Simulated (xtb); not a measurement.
Run report: CH4N2OSi, frequency calculation

CH4N2OSi, SMILES N=C1N[SiH2]O1, computed with GFN1-xTB (xtb 6.7.1 later snapshot).

The geometry was optimised with GFN1-xTB.

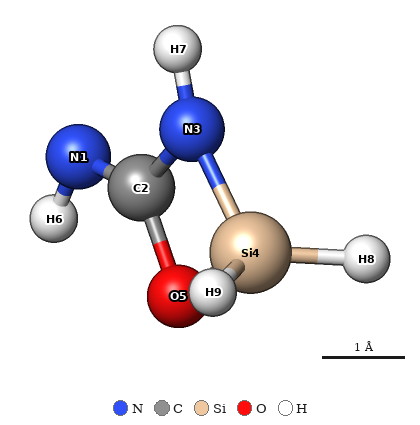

*The input geometry (ball-and-stick view, seen at a tilt; atoms are numbered from 1 in the order of the input).*

Bond lengths as drawn: C–N 1.24 to 1.39 Å, C–O 1.43 Å, H–N 1.00 to 1.02 Å, H–Si 1.44 Å, N–Si 1.76 Å and O–Si 1.66 Å.

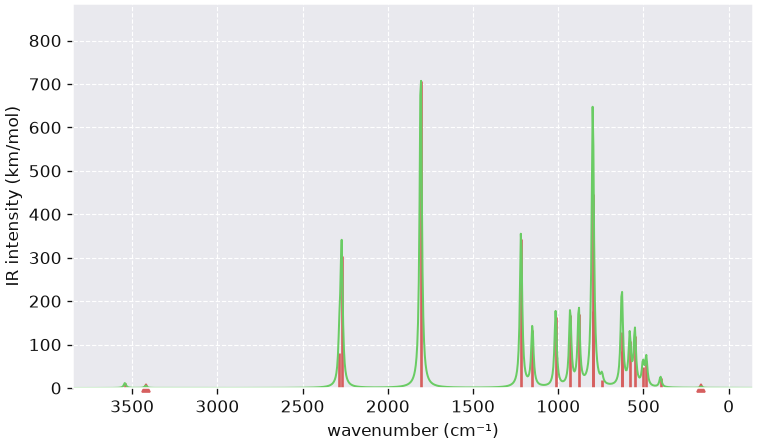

*Harmonic infrared spectrum, unscaled: sticks (degenerate modes added up, dark ones marked on the axis) with a Lorentzian envelope of 16 cm⁻¹ full width, scaled to the tallest stick.*

21 modes from 161 to 3542 cm⁻¹, none imaginary. The strongest line is at 1807 cm⁻¹ (707 km/mol).

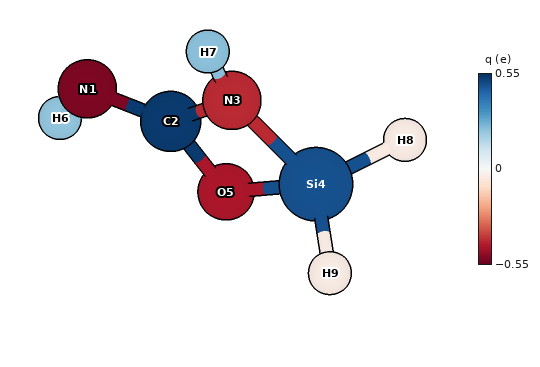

*Mulliken charges, as the colour of each atom (ball-and-stick view, seen at a tilt; atoms are numbered from 1 in the order of the input).*

By element: N −0.51 to −0.41, C +0.53, Si +0.48, O −0.45 and H −0.04 to +0.23 e.

These pictures come from the run below.

### Input file (struc.xyz)
```
9

N      0.09713     1.68036    -1.20680
C      0.01103     0.67414    -0.47935
N      0.99590    -0.19317    -0.03454
Si    -0.28182    -1.06193     0.80059
O     -1.18616     0.14546     0.10107
H     -0.80500     2.12470    -1.36628
H      1.94155    -0.01480    -0.32358
H     -0.55525    -2.37270     0.27269
H     -0.21741    -0.98205     2.23622
```

### File xcontrol
```
$symmetry
   desy=0.3
$end
```

Run as:
```bash
xtb struc.xyz --hess -I xcontrol -u 0 --gfn 1 > struc.out
```

### Log
```
* xtb version 6.7.1
   ID    Z sym.   atoms
    1    7 N      1, 3
    2    6 C      2
    3   14 Si     4
    4    8 O      5
    5    1 H      6-9

           -------------------------------------------------
          |                Calculation Setup                |
           -------------------------------------------------

          program call               : xtb struc.xyz --hess -I xcontrol -u 0 --gfn 1
          coordinate file            : struc.xyz
          omp threads                :                     1

           -------------------------------------------------
          |                 G F N 1 - x T B                 |
           -------------------------------------------------

      * Hamiltonian:
        H0-scaling (s, p, d)           1.850000    2.250000    2.000000
        zeta-weighting                 0.000000
      * Dispersion:
        s8                             2.400000
        a1                             0.630000
        a2                             5.000000
        s9                             0.000000
      * Repulsion:
        kExp                           1.500000
        rExp                           1.000000
      * Coulomb:
        alpha                          2.000000
        third order                    atomic
        anisotropic                    false
      * Halogen bond correction:
        rad-scale                      1.300000
        damping                        0.440000

          ...................................................
          :                      SETUP                      :
          :.................................................:
          :  # basis functions                  34          :
          :  # atomic orbitals                  33          :
          :  # shells                           19          :
          :  # electrons                        28          :
          :  # halogen bonds                     0          :
          :  max. iterations                   250          :
          :  Hamiltonian                  GFN1-xTB          :
          :  restarted?                      false          :
          :  GBSA solvation                  false          :
          :  PC potential                    false          :
          :  electronic temp.          300.0000000     K    :
          :  accuracy                    1.0000000          :
          :  -> integral cutoff          0.2500000E+02      :
          :  -> integral neglect         0.1000000E-07      :
          :  -> SCF convergence          0.1000000E-05 Eh   :
          :  -> wf. convergence          0.2000000E-04 e    :
          :  Broyden damping             0.4000000          :
          :  net charge                          0          :
          :  unpaired electrons                  0          :
          ...................................................

 iter      E             dE          RMSdq      gap      omega  full diag
   1    -17.4015837 -0.174016E+02  0.792E+00    5.30       0.0  T
   2    -17.4489072 -0.473235E-01  0.459E+00    5.36       1.0  T
   3    -17.4439285  0.497872E-02  0.162E+00    5.53       1.0  T
   4    -17.4535058 -0.957737E-02  0.217E-01    5.43       1.0  T
   5    -17.4536976 -0.191732E-03  0.871E-02    5.43       1.0  T
   6    -17.4537303 -0.327558E-04  0.247E-02    5.46       1.4  T
   7    -17.4537383 -0.794825E-05  0.636E-03    5.44       5.2  T
   8    -17.4537383 -0.680488E-07  0.129E-03    5.45      25.8  T
   9    -17.4537383 -0.148356E-07  0.215E-04    5.45     154.7  T
  10    -17.4537383 -0.149079E-09  0.184E-05    5.45    1812.8  T
  11    -17.4537383  0.163425E-12  0.105E-05    5.45    3166.6  T

   *** convergence criteria satisfied after 11 iterations ***

         #    Occupation            Energy/Eh            Energy/eV
      -------------------------------------------------------------
         1        2.0000           -0.7827110             -21.2986
       ...           ...                  ...                  ...
         8        2.0000           -0.5458522             -14.8534
         9        2.0000           -0.5031988             -13.6927
        10        2.0000           -0.4810258             -13.0894
        11        2.0000           -0.4746991             -12.9172
        12        2.0000           -0.4723513             -12.8533
        13        2.0000           -0.4286187             -11.6633
        14        2.0000           -0.4110010             -11.1839 (HOMO)
        15                         -0.2108475              -5.7375 (LUMO)
        16                         -0.2100504              -5.7158
        17                         -0.1655656              -4.5053
        18                         -0.1016921              -2.7672
        19                         -0.0691797              -1.8825
       ...                                ...                  ...
        33                          1.5052655              40.9604
      -------------------------------------------------------------
                  HL-Gap            0.2001536 Eh            5.4465 eV
             Fermi-level           -0.3109242 Eh           -8.4607 eV

 SCC (total)                   0 d,  0 h,  0 min,  0.007 sec
 SCC setup                      ...        0 min,  0.000 sec (  1.144%)
 Dispersion                     ...        0 min,  0.000 sec (  0.533%)
 classical contributions        ...        0 min,  0.000 sec (  0.119%)
 integral evaluation            ...        0 min,  0.001 sec ( 22.113%)
 iterations                     ...        0 min,  0.002 sec ( 37.285%)
 molecular gradient             ...        0 min,  0.002 sec ( 36.585%)
 printout                       ...        0 min,  0.000 sec (  2.018%)

         :::::::::::::::::::::::::::::::::::::::::::::::::::::
         ::                     SUMMARY                     ::
         :::::::::::::::::::::::::::::::::::::::::::::::::::::
         :: total energy             -17.299763873847 Eh    ::
         :: gradient norm              0.000120456132 Eh/a0 ::
         :: HOMO-LUMO gap              5.446455372196 eV    ::
         ::.................................................::
         :: SCC energy               -17.453738349597 Eh    ::
         :: -> electrostatic           0.074647390496 Eh    ::
         :: repulsion energy           0.156734608236 Eh    ::
         :: dispersion energy         -0.002760132485 Eh    ::
         :: halogen bond corr.         0.000000000000 Eh    ::
         :: add. restraining           0.000000000000 Eh    ::
         :: total charge              -0.000000000000 e     ::
         :::::::::::::::::::::::::::::::::::::::::::::::::::::

           -------------------------------------------------
          |                Numerical Hessian                |
           -------------------------------------------------
step length          :   0.00500
SCC accuracy         :   0.30000
Hessian scale factor :   1.00000
frozen atoms in %    :   0.00000    0
RMS gradient         :   0.00012
estimated CPU  time      0.00 min

writing file <hessian>, containing the non-mass-weighted Hessian matrix in atomic units (Eₕ/Bohr²).

 projected vibrational frequencies (cm⁻¹)
eigval :       -0.00    -0.00    -0.00    -0.00     0.00     0.00
eigval :      160.56   399.83   483.48   502.93   550.55   580.45
eigval :      625.81   627.81   743.60   796.82   798.10   879.54
eigval :      929.79  1015.29  1151.67  1218.21  1806.70  2270.92
eigval :     2283.54  3419.73  3542.28
           -------------------------------------------------
          |                Property Printout                |
           -------------------------------------------------

    * Orbital Energies and Occupations

         #    Occupation            Energy/Eh            Energy/eV
      -------------------------------------------------------------
         1        2.0000           -0.7827110             -21.2987
         2        2.0000           -0.7606859             -20.6993
         3        2.0000           -0.7436464             -20.2356
         4        2.0000           -0.6343522             -17.2616
         5        2.0000           -0.6167023             -16.7813
         6        2.0000           -0.5796372             -15.7727
         7        2.0000           -0.5741804             -15.6242
         8        2.0000           -0.5458522             -14.8534
         9        2.0000           -0.5031988             -13.6927
        10        2.0000           -0.4810258             -13.0894
        11        2.0000           -0.4746992             -12.9172
        12        2.0000           -0.4723513             -12.8533
        13        2.0000           -0.4286186             -11.6633
        14        2.0000           -0.4110010             -11.1839 (HOMO)
        15                         -0.2108475              -5.7375 (LUMO)
        16                         -0.2100505              -5.7158
        17                         -0.1655657              -4.5053
        18                         -0.1016921              -2.7672
        19                         -0.0691797              -1.8825
        20                         -0.0655653              -1.7841
        21                         -0.0599738              -1.6320
        22                         -0.0334656              -0.9106
        23                          0.0079107               0.2153
        24                          0.0166053               0.4519
        25                          0.0899273               2.4470
       ...                                ...                  ...
        33                          1.5052655              40.9604
      -------------------------------------------------------------
                  HL-Gap            0.2001535 Eh            5.4465 eV
             Fermi-level           -0.3109243 Eh           -8.4607 eV

  Mulliken/CM5 charges         n(s)   n(p)   n(d)
     1     -0.51171 -0.79276   1.516  3.996  0.000
     2      0.52687  0.71488   0.957  2.516  0.000
     3     -0.41013 -0.70902   1.442  3.968  0.000
     4      0.47717  0.31577   1.142  1.529  0.853
     5     -0.44515 -0.47137   1.679  4.766  0.000
     6      0.21566  0.40694   0.784  0.000  0.000
     7      0.22529  0.42337   0.775  0.000  0.000
     8     -0.03900  0.05609   1.039  0.000  0.000
     9     -0.03900  0.05609   1.039  0.000  0.000

Wiberg/Mayer (AO) data.
largest (>0.10) Wiberg bond orders for each atom

 ---------------------------------------------------------------------------
     #   Z sym  total        # sym  WBO       # sym  WBO       # sym  WBO
 ---------------------------------------------------------------------------
     1   7      2.990 --     2      1.805     6      0.934     3      0.119
     2   6      3.886 --     1      1.805     3      1.092     5      0.868
                             4      0.108
     3   7      3.330 --     4      1.121     2      1.092     7      0.916
                             1      0.119
     4  14      4.412 --     5      1.247     3      1.121     8      0.938
                             9      0.938     2      0.108
     5   8      2.276 --     4      1.247     2      0.868
     6   1      0.971 --     1      0.934
     7   1      0.951 --     3      0.916
     8   1      0.995 --     4      0.938
     9   1      0.995 --     4      0.938
 ---------------------------------------------------------------------------

Topologies differ in total number of bonds
Writing topology from bond orders to xtbtopo.mol

 dipole moment from electron density (au)
     X       Y       Z
   0.2310  -0.8293   0.5476  total (Debye):    2.593

           -------------------------------------------------
          |               Frequency Printout                |
           -------------------------------------------------
 projected vibrational frequencies (cm⁻¹)
eigval :       -0.00    -0.00    -0.00    -0.00     0.00     0.00
Molecule has the following symmetry elements: (sigma)
It seems to be the Cs point group
eigval :      160.56   399.83   483.48   502.93   550.55   580.45
eigval :      625.81   627.81   743.60   796.82   798.10   879.54
eigval :      929.79  1015.29  1151.67  1218.21  1806.70  2270.92
eigval :     2283.54  3419.73  3542.28
 reduced masses (amu)
    1:      6.06    2:      5.33    3:      9.58    4:      5.66    5:      8.14    6:      7.55
    7:      4.15    8:      3.73    9:      1.14   10:      9.18   11:      1.40   12:      1.44
   13:      3.29   14:      2.26   15:      1.48   16:      3.06   17:      1.18   18:      1.06
   19:      9.07   20:      2.22   21:      1.64   22:      2.03   23:     10.32   24:      1.05
   25:      1.03   26:      1.07   27:      1.08
 IR intensities (km·mol⁻¹)
    1:      1.19    2:      1.75    3:      0.03    4:      0.07    5:      0.36    6:      0.76
    7:      2.69    8:     22.75    9:     61.56   10:     48.04   11:    120.81   12:    108.58
   13:     85.85   14:    129.97   15:     19.27   16:    446.17   17:    177.60   18:    170.25
   19:    167.03   20:    164.53   21:    132.62   22:    343.06   23:    707.30   24:    302.90
   25:     79.81   26:      5.14   27:     10.92
 Raman intensities (Ä⁴*amu⁻¹)
    1:      0.00    2:      0.00    3:      0.00    4:      0.00    5:      0.00    6:      0.00
    7:      0.00    8:      0.00    9:      0.00   10:      0.00   11:      0.00   12:      0.00
   13:      0.00   14:      0.00   15:      0.00   16:      0.00   17:      0.00   18:      0.00
   19:      0.00   20:      0.00   21:      0.00   22:      0.00   23:      0.00   24:      0.00
   25:      0.00   26:      0.00   27:      0.00
 output can be read by thermo (or use thermo option).
 writing <g98.out> molden fake output.
 recommended (thermochemical) frequency scaling factor: 1.0
           -------------------------------------------------
          |             Thermodynamic Functions             |
           -------------------------------------------------

cs  symmetry found (for desy threshold:  0.30E+00) used in thermo

          ...................................................
          :                      SETUP                      :
          :.................................................:
          :  # frequencies                          21      :
          :  # imaginary freq.                       0      :
          :  linear?                             false      :
          :  only rotor calc.                    false      :
          :  symmetry                               cs      :
          :  rotational number                       1      :
          :  scaling factor                  1.0000000      :
          :  rotor cutoff                   50.0000000 cm⁻¹ :
          :  imag. cutoff                  -20.0000000 cm⁻¹ :
          :.................................................:

    mode    ω/cm⁻¹     T·S(HO)/kcal·mol⁻¹    T·S(FR)/kcal·mol⁻¹   T·S(vib)
   ------------------------------------------------------------------------
       1    160.56    -0.75825 ( 99.07%)    -0.71068 (  0.93%)    -0.75781
   ------------------------------------------------------------------------

   temp. (K)  partition function   enthalpy   heat capacity  entropy
                                   cal/mol     cal/K/mol   cal/K/mol   J/K/mol
 298.15  VIB   3.73                 1555.386     13.919      7.829
         ROT  0.796E+05              888.727      2.981     25.406
         INT  0.297E+06             2444.113     16.899     33.236
         TR   0.253E+26             1481.212      4.968     39.342
         TOT                        3925.3257    21.8675    72.5773   303.6634

       T/K    H(0)-H(T)+PV         H(T)/Eh          T*S/Eh         G(T)/Eh
   ------------------------------------------------------------------------
    298.15    0.625540E-02    0.627257E-01    0.344838E-01    0.282419E-01
   ------------------------------------------------------------------------

         :::::::::::::::::::::::::::::::::::::::::::::::::::::
         ::                  THERMODYNAMIC                  ::
         :::::::::::::::::::::::::::::::::::::::::::::::::::::
         :: total free energy         -17.271521951591 Eh   ::
         ::.................................................::
         :: total energy              -17.299763873847 Eh   ::
         :: zero point energy           0.056470334417 Eh   ::
         :: G(RRHO) w/o ZPVE           -0.028228412160 Eh   ::
         :: G(RRHO) contrib.            0.028241922257 Eh   ::
         :::::::::::::::::::::::::::::::::::::::::::::::::::::

           -------------------------------------------------
          | TOTAL ENERGY              -17.299763873847 Eh   |
          | TOTAL ENTHALPY            -17.237038134742 Eh   |
          | TOTAL FREE ENERGY         -17.271521951591 Eh   |
          | GRADIENT NORM               0.000120487790 Eh/α |
          | HOMO-LUMO GAP               5.446453318776 eV   |
           -------------------------------------------------

------------------------------------------------------------------------
------------------------------------------------------------------------
 total:
 *  cpu-time:     0 d,  0 h,  0 min,  0.292 sec
 * ratio c/w:     1.000 speedup
 SCF:
 *  cpu-time:     0 d,  0 h,  0 min,  0.007 sec
 * ratio c/w:     1.000 speedup
 analytical hessian:
 *  cpu-time:     0 d,  0 h,  0 min,  0.280 sec
 * ratio c/w:     1.000 speedup
```

### File vibspectrum
```
$vibrational spectrum
#  mode     symmetry     wave number   IR intensity    selection rules
#                         cm**(-1)      (km*mol⁻¹)        IR
     1                      -0.00         0.00000          -
     2                      -0.00         0.00000          -
     3                      -0.00         0.00000          -
     4                      -0.00         0.00000          -
     5                       0.00         0.00000          -
     6                       0.00         0.00000          -
     7        a            160.56         2.69085         YES
     8        a            399.83        22.74540         YES
     9        a            483.48        61.56333         YES
    10        a            502.93        48.03787         YES
    11        a            550.55       120.80737         YES
    12        a            580.45       108.58083         YES
    13        a            625.81        85.85231         YES
    14        a            627.81       129.96956         YES
    15        a            743.60        19.26902         YES
    16        a            796.82       446.16905         YES
    17        a            798.10       177.59615         YES
    18        a            879.54       170.25039         YES
    19        a            929.79       167.02647         YES
    20        a           1015.29       164.53420         YES
    21        a           1151.67       132.62172         YES
    22        a           1218.21       343.05792         YES
    23        a           1806.70       707.29502         YES
    24        a           2270.92       302.89529         YES
    25        a           2283.54        79.80967         YES
    26        a           3419.73         5.14019         YES
    27        a           3542.28        10.92011         YES
$end
```

### Standard error
```
normal termination of xtb
```

### Summary

| quantity | value |
| --- | --- |
| outcome | converged |
| electrons treated | 28 |
| total energy | −17.299764 hartree |
| dispersion energy | −0.002760 hartree |
| basis functions | 34 |
| HOMO | −11.18 eV |
| LUMO | −5.74 eV |
| zero-point energy | 0.056470 hartree |
| dipole moment | 2.59 D |
| wavenumbers, lowest and highest | 161 and 3542 cm⁻¹ |
| hardware | 1 thread of Arm Neoverse V1, 24 GiB of memory available, shared host |
| peak memory | 0.074 GiB |
